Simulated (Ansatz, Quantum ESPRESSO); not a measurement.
# TlSi3 (Pm-3m): zone-centre phonons, part 2 of 3

Which modes does TlSi3 (Pm-3m) have at the zone centre?

Quantum ESPRESSO 7.5; DFT LDA, scalar-relativistic, plane waves, PseudoDojo norm-conserving pseudopotentials.

So far. Step 2 (A first look): No gap opens on this mesh, so smearing is kept; the start stands at 2.2 GPa. Step 4 (Ground state): The cell stands at -0.01 GPa, close enough for phonons. The relaxed cell has a = 4.176 Å (conventional setting).

The structure was built from a prototype and need not be the compound's stable phase.

### Step 5. Zone-centre response

At q = 0 one unit cell holds all displacements; symmetry groups them into irreducible representations that are solved one by one. With smeared occupations no response to a homogeneous field can be asked.

Input file ph.in:

```
phonons
 &inputph
    prefix='x',
    outdir='./tmp',
    fildyn='g.dyn',
    tr2_ph=1.0d-18,
    alpha_mix(1)=0.4,
    nmix_ph=8,
 /
0.000000000000 0.000000000000 0.000000000000
```

Command:

```console
$ OMP_NUM_THREADS=1 mpirun -n 4 ph.x -nk 4 -in ph.in > ph.out
```

The program printed:

```text
[banners, grids, parts of the stress and lines that vanish by symmetry left out]
[banner, memory and clock lines left out]
Program PHONON v.7.5

     ./tmp/x.save/

     IMPORTANT: XC functional enforced from input :
     Exchange-correlation= PW
                           (   1   4   0   0   0   0   0)
     Any further DFT definition will be discarded
     Please, verify this is what you really want

     G-vector sticks info

     Reading collected, re-writing distributed wavefunctions in ./tmp/

     Number and degeneracy of irreps per q-point
       N         xq(1)         xq(2)         xq(3)   N irreps
       1   0.000000000   0.000000000   0.000000000       4
        3   3   3   3

     Calculation of q =    0.0000000   0.0000000   0.0000000

     phonons

     bravais-lattice index     =            1
     lattice parameter (alat)  =       7.8907  a.u.
     unit-cell volume          =     491.3051 (a.u.)^3
     number of atoms/cell      =            4
     number of atomic types    =            2
     kinetic-energy cut-off    =      62.0000  Ry
     charge density cut-off    =     248.0000  Ry
     convergence threshold     =      1.0E-18
     beta                      =       0.4000
     number of iterations used =            8
     Exchange-correlation= PW
                           (   1   4   0   0   0   0   0)

     celldm(1)=    7.89073  celldm(2)=    0.00000  celldm(3)=    0.00000
     celldm(4)=    0.00000  celldm(5)=    0.00000  celldm(6)=    0.00000

     crystal axes: (cart. coord. in units of alat)
               a(1) = (  1.0000  0.0000  0.0000 )
               a(2) = (  0.0000  1.0000  0.0000 )
               a(3) = (  0.0000  0.0000  1.0000 )

     reciprocal axes: (cart. coord. in units 2 pi/alat)
               b(1) = (  1.0000  0.0000  0.0000 )
               b(2) = (  0.0000  1.0000  0.0000 )
               b(3) = (  0.0000  0.0000  1.0000 )

     Atoms inside the unit cell:

     Cartesian axes

     site n.  atom      mass           positions (alat units)
        1  Tl    204.3800   tau(    1) = (    0.00000    0.00000    0.00000  )
        2  Si     28.0850   tau(    2) = (    0.00000    0.50000    0.50000  )
        3  Si     28.0850   tau(    3) = (    0.50000    0.00000    0.50000  )
        4  Si     28.0850   tau(    4) = (    0.50000    0.50000    0.00000  )

     Computing dynamical matrix for
                    q = (   0.0000000   0.0000000   0.0000000 )

     49 Sym.Ops. (with q -> -q+G )

     G cutoff =  391.1345  (  32423 G-vectors)     FFT grid: ( 40, 40, 40)

     number of k points=    35  Marzari-Vanderbilt smearing, width (Ry)=  0.0200
                       cart. coord. in units 2pi/alat
        k(    1) = (   0.0000000   0.0000000   0.0000000), wk =   0.0039062
        k(    2) = (   0.0000000   0.0000000   0.1250000), wk =   0.0234375
        k(    3) = (   0.0000000   0.0000000   0.2500000), wk =   0.0234375
        [... further k-points left out ...]

     PseudoPot. # 1 for Tl read from file:
     ./pseudo/Tl.upf
     Pseudo is Norm-conserving + core correction, Zval = 13.0
     Using radial grid of 1936 points,  6 beta functions with:
                l(1) =   0
                l(2) =   0
                l(3) =   1
                l(4) =   1
                l(5) =   2
                l(6) =   2

     PseudoPot. # 2 for Si read from file:
     ./pseudo/Si.upf
     Pseudo is Norm-conserving + core correction, Zval =  4.0
     Using radial grid of 1510 points,  6 beta functions with:
                l(1) =   0
                l(2) =   0
                l(3) =   1
                l(4) =   1
                l(5) =   2
                l(6) =   2

     Mode symmetry, O_h (m-3m)  point group:

     Atomic displacements:
     There are    4 irreducible representations

     Representation     1      3 modes -  To be done

     Representation     2      3 modes -  To be done

     Representation     3      3 modes -  To be done

     Representation     4      3 modes -  To be done

     Alpha used in Ewald sum =   2.4000

     Representation #   1 modes #   1   2   3

     Self-consistent Calculation
      iter #   1   av.it.:   6.4
      thresh= 1.000E-02 alpha_mix =  0.400 |ddv_scf|^2 =  1.652E-07
      iter #   2   av.it.:  13.9
      thresh= 4.064E-05 alpha_mix =  0.400 |ddv_scf|^2 =  4.320E-09
      iter #   3   av.it.:  14.2
      thresh= 6.573E-06 alpha_mix =  0.400 |ddv_scf|^2 =  2.273E-10
      iter #   4   av.it.:  13.7
      thresh= 1.508E-06 alpha_mix =  0.400 |ddv_scf|^2 =  2.740E-11
      iter #   5   av.it.:  14.4
      thresh= 5.234E-07 alpha_mix =  0.400 |ddv_scf|^2 =  1.558E-13
      iter #   6   av.it.:  14.7
      thresh= 3.947E-08 alpha_mix =  0.400 |ddv_scf|^2 =  9.023E-15
      iter #   7   av.it.:  14.7
      thresh= 9.499E-09 alpha_mix =  0.400 |ddv_scf|^2 =  2.334E-16
      iter #   8   av.it.:  14.8
      thresh= 1.528E-09 alpha_mix =  0.400 |ddv_scf|^2 =  5.831E-18
      iter #   9   av.it.:  14.6
      thresh= 2.415E-10 alpha_mix =  0.400 |ddv_scf|^2 =  1.365E-19

     End of self-consistent calculation

     Convergence has been achieved

     Representation #   2 modes #   4   5   6

     Self-consistent Calculation
      iter #   1   av.it.:   4.8
      thresh= 1.000E-02 alpha_mix =  0.400 |ddv_scf|^2 =  3.796E-08
      iter #   2   av.it.:  13.4
      thresh= 1.948E-05 alpha_mix =  0.400 |ddv_scf|^2 =  1.167E-09
      iter #   3   av.it.:  13.9
      thresh= 3.417E-06 alpha_mix =  0.400 |ddv_scf|^2 =  1.606E-10
      iter #   4   av.it.:  13.0
      thresh= 1.267E-06 alpha_mix =  0.400 |ddv_scf|^2 =  1.923E-11
      iter #   5   av.it.:  13.7
      thresh= 4.385E-07 alpha_mix =  0.400 |ddv_scf|^2 =  8.024E-14
[...]
End of self-consistent calculation

     Convergence has been achieved

     Representation #   3 modes #   7   8   9

     Self-consistent Calculation
[...]
End of self-consistent calculation

     Convergence has been achieved

     Representation #   4 modes #  10  11  12

     Self-consistent Calculation
[...]
iter #   2   av.it.:  13.8
      thresh= 7.649E-06 alpha_mix =  0.400 |ddv_scf|^2 =  8.017E-10
      iter #   3   av.it.:  14.1
      thresh= 2.831E-06 alpha_mix =  0.400 |ddv_scf|^2 =  4.598E-11
      iter #   4   av.it.:  14.4
      thresh= 6.781E-07 alpha_mix =  0.400 |ddv_scf|^2 =  9.633E-14
      iter #   5   av.it.:  14.5
      thresh= 3.104E-08 alpha_mix =  0.400 |ddv_scf|^2 =  2.218E-14
      iter #   6   av.it.:  14.7
      thresh= 1.489E-08 alpha_mix =  0.400 |ddv_scf|^2 =  1.202E-16
      iter #   7   av.it.:  15.0
      thresh= 1.096E-09 alpha_mix =  0.400 |ddv_scf|^2 =  1.167E-18
      iter #   8   av.it.:  14.7
      thresh= 1.080E-10 alpha_mix =  0.400 |ddv_scf|^2 =  4.755E-20

     End of self-consistent calculation

     Convergence has been achieved

     Number of q in the star =    1
     List of q in the star:
          1   0.000000000   0.000000000   0.000000000

     Diagonalizing the dynamical matrix

     q = (    0.000000000   0.000000000   0.000000000 )

 **************************************************************************
     freq (    1) =      -5.367812 [THz] =    -179.050950 [cm-1]
     freq (    2) =      -5.367812 [THz] =    -179.050950 [cm-1]
     freq (    3) =      -5.367812 [THz] =    -179.050950 [cm-1]
     freq (    4) =      -2.942179 [THz] =     -98.140529 [cm-1]
     freq (    5) =      -2.942179 [THz] =     -98.140529 [cm-1]
     freq (    6) =      -2.942179 [THz] =     -98.140529 [cm-1]
     freq (    7) =       0.026267 [THz] =       0.876175 [cm-1]
     freq (    8) =       0.026267 [THz] =       0.876175 [cm-1]
     freq (    9) =       0.026267 [THz] =       0.876175 [cm-1]
     freq (   10) =       5.517962 [THz] =     184.059387 [cm-1]
     freq (   11) =       5.517962 [THz] =     184.059387 [cm-1]
     freq (   12) =       5.517962 [THz] =     184.059387 [cm-1]
 **************************************************************************

     Mode symmetry, O_h (m-3m)  point group:

     freq (   1-   3) =       -179.1  [cm-1]   --> T_1u G_15  G_4- I
     freq (   4-   6) =        -98.1  [cm-1]   --> T_2u G_25  G_5-
     freq (   7-   9) =          0.9  [cm-1]   --> T_1u G_15  G_4- I
     freq (  10-  12) =        184.1  [cm-1]   --> T_1u G_15  G_4- I
```

Run time: 4.5 min. Hardware: 4 MPI ranks of Intel Xeon 6975P-C (Granite Rapids), shared host; 18 min of CPU time.

This step gave:

* largest acoustic frequency at the zone centre before the sum rule: 0.88 cm⁻¹
* highest optical zone-centre mode (no LO-TO term): 184.1 cm⁻¹
* lowest optical zone-centre mode: -179.1 cm⁻¹

The acoustic modes at Γ come out as far as 0.9 cm⁻¹ from zero, where they should vanish, a small numerical error. The lowest optical mode is imaginary, 179i cm⁻¹, an instability at this level and on this k mesh.

### Step 6. Zone-centre analysis

A rigid shift of the crystal must cost nothing, but grids and finite bases break this; the acoustic sum rule is imposed before the matrix is diagonalised again.

Input file dynmat.in:

```
 &input
    fildyn='g.dyn',
    asr='simple',
    fileig='dynmat.eig',
 /
```

Command:

```console
$ dynmat.x -in dynmat.in > dynmat.out
```

The program printed:

```text
[banner, memory and clock lines left out]
Program DYNMAT v.7.5

     Reading Dynamical Matrix from file g.dyn
     ...Force constants read
     ...epsilon and Z* not read (not found on file)
     A direction for q was not specified:TO-LO splitting will be absent

     Polarizability (A^3 units)
     multiply by 1.000000 for Clausius-Mossotti correction
         0.000000    0.000000    0.000000
         0.000000    0.000000    0.000000
         0.000000    0.000000    0.000000

     IR activities are in (D/A)^2/amu units

# mode   [cm-1]    [THz]      IR
    1   -179.05   -5.3678    0.0000
    2   -179.05   -5.3678    0.0000
    3   -179.05   -5.3678    0.0000
    4    -98.15   -2.9424    0.0000
    5    -98.15   -2.9424    0.0000
    6    -98.15   -2.9424    0.0000
    7     -0.00   -0.0000    0.0000
    8      0.00    0.0000    0.0000
    9      0.00    0.0000    0.0000
   10    184.06    5.5179    0.0000
   11    184.06    5.5179    0.0000
   12    184.06    5.5179    0.0000

[end of the log left out, with the tail of the file of modes that dynmat.x writes under the same name]
```

Run time: 0.58 s. Hardware: 1 thread.

Unit eigenvectors of the mass-weighted matrix after the sum rule; no LO-TO term. The modes at Γ (shares of kinetic energy by element, %) (negative means imaginary):

| mode | frequency (cm⁻¹) | Tl % | Si % |
| --- | --- | --- | --- |
| 1 | -179.0 | 6 | 94 |
| 2 | -179.0 | 6 | 94 |
| 3 | -179.0 | 6 | 94 |
| 4 | -98.2 | 0 | 100 |
| 5 | -98.2 | 0 | 100 |
| 6 | -98.2 | 0 | 100 |
| 7 | 0.0 | 71 | 29 |
| 8 | 0.0 | 71 | 29 |
| 9 | 0.0 | 71 | 29 |
| 10 | 184.1 | 23 | 77 |
| 11 | 184.1 | 23 | 77 |
| 12 | 184.1 | 23 | 77 |

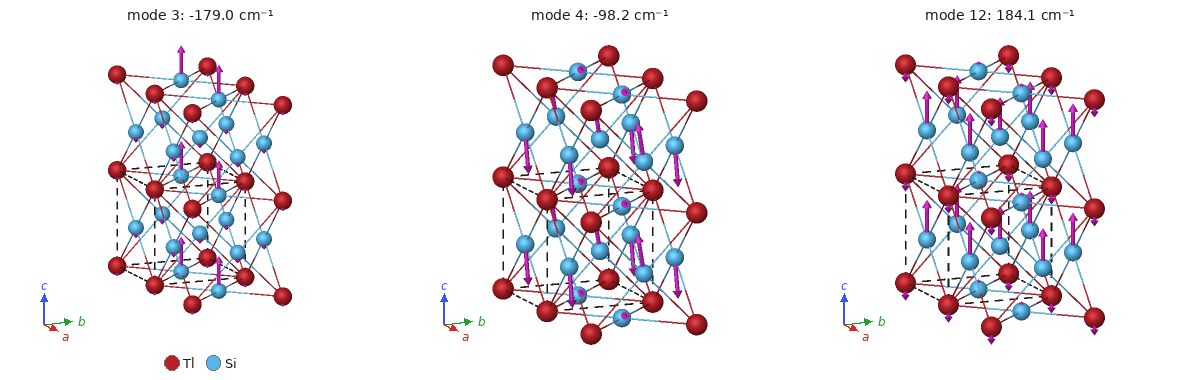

Displacement patterns of modes 3, 4 and 12 at Γ; arrows are exaggerated. 2×1×2 cells are drawn. Some periodic images of atoms are drawn too.

The rule moves no optical mode by more than 0.1 cm⁻¹.

### Step 7. Sum rules set otherwise: a sum rule for molecules or wires on a crystal

This rule also removes rotations, which suits molecules and not a crystal; it is tried to see the harm.

Input file dynmat.in:

```
 &input
    fildyn='g.dyn',
    asr='zero-dim',
    fileig='dynmat.eig',
 /
```

Command:

```console
$ dynmat.x -in dynmat.in > dynmat.out
```

The program printed:

```text
[banner, memory and clock lines left out]
Program DYNMAT v.7.5

     Reading Dynamical Matrix from file g.dyn
     ...Force constants read
     ...epsilon and Z* not read (not found on file)
     Acoustic Sum Rule: || Z*(ASR) - Z*(orig)|| =    0.000000E+00
     Acoustic Sum Rule: ||dyn(ASR) - dyn(orig)||=    1.876799E-01
     A direction for q was not specified:TO-LO splitting will be absent

     Polarizability (A^3 units)
     multiply by 1.000000 for Clausius-Mossotti correction
         0.000000    0.000000    0.000000
         0.000000    0.000000    0.000000
         0.000000    0.000000    0.000000

     IR activities are in (D/A)^2/amu units

# mode   [cm-1]    [THz]      IR
    1   -179.05   -5.3678    0.0000
    2   -136.54   -4.0935    0.0000
    3   -136.54   -4.0935    0.0000
    4     -0.00   -0.0000    0.0000
    5     -0.00   -0.0000    0.0000
    6     -0.00   -0.0000    0.0000
    7      0.00    0.0000    0.0000
    8      0.00    0.0000    0.0000
    9      0.00    0.0000    0.0000
   10    184.06    5.5180    0.0000
   11    202.35    6.0662    0.0000
   12    202.35    6.0662    0.0000

[end of the log left out, with the tail of the file of modes that dynmat.x writes under the same name]
```

Elapsed: 0.57 s, on 1 thread.

The program raised no error, yet the settings are not those of a careful run.

The fault: a sum rule for molecules or wires on a crystal; 3 optical modes are projected out to zero frequency, as if they were rotations.

For a crystal the rule has to be 'simple' or 'crystal'.

Zone-centre frequencies as printed; negative means imaginary. Modes:

| mode | frequency (cm⁻¹) |
| --- | --- |
| 1 | -179.1 |
| 2 | -136.5 |
| 3 | -136.5 |
| 4 | 0 |
| 5 | 0 |
| 6 | 0 |
| 7 | 0 |
| 8 | 0 |
| 9 | 0 |
| 10 | 184.1 |
| 11 | 202.3 |
| 12 | 202.3 |

### Step 8. Sum rules set otherwise (asr no)

Without the rule the raw error of the acoustic modes shows.

Input file dynmat.in:

```
 &input
    fildyn='g.dyn',
    asr='no',
    fileig='dynmat.eig',
 /
```

Command:

```console
$ dynmat.x -in dynmat.in > dynmat.out
```

The program printed:

```text
[banner, memory and clock lines left out]
Program DYNMAT v.7.5

     Reading Dynamical Matrix from file g.dyn
     ...Force constants read
     ...epsilon and Z* not read (not found on file)
     A direction for q was not specified:TO-LO splitting will be absent

     Polarizability (A^3 units)
     multiply by 1.000000 for Clausius-Mossotti correction
         0.000000    0.000000    0.000000
         0.000000    0.000000    0.000000
         0.000000    0.000000    0.000000

     IR activities are in (D/A)^2/amu units

# mode   [cm-1]    [THz]      IR
    1   -179.05   -5.3678    0.0000
    2   -179.05   -5.3678    0.0000
    3   -179.05   -5.3678    0.0000
    4    -98.14   -2.9422    0.0000
    5    -98.14   -2.9422    0.0000
    6    -98.14   -2.9422    0.0000
    7      0.88    0.0263    0.0000
    8      0.88    0.0263    0.0000
    9      0.88    0.0263    0.0000
   10    184.06    5.5180    0.0000
   11    184.06    5.5180    0.0000
   12    184.06    5.5180    0.0000

[end of the log left out, with the tail of the file of modes that dynmat.x writes under the same name]
```

It took 0.57 s on 1 thread.

Zone-centre frequencies as printed; negative means imaginary. Modes:

| mode | frequency (cm⁻¹) |
| --- | --- |
| 1 | -179.1 |
| 2 | -179.1 |
| 3 | -179.1 |
| 4 | -98.14 |
| 5 | -98.14 |
| 6 | -98.14 |
| 7 | 0.88 |
| 8 | 0.88 |
| 9 | 0.88 |
| 10 | 184.1 |
| 11 | 184.1 |
| 12 | 184.1 |

Against the first rule no mode moves by more than 0.9 cm⁻¹.

[end of part 2 of 3]

[Host names and launcher messages were left out of these logs when they were recorded.]

[Logs are printed without paths, hosts, clocks, repeated set-up lines and the standing remarks that a program may print on its own settings, such as how far it seeks lower states.]

[Hosts, paths, dates, database ids (printed as entryN), source tags and the programs' standing remarks are cut or masked in the printed files.]
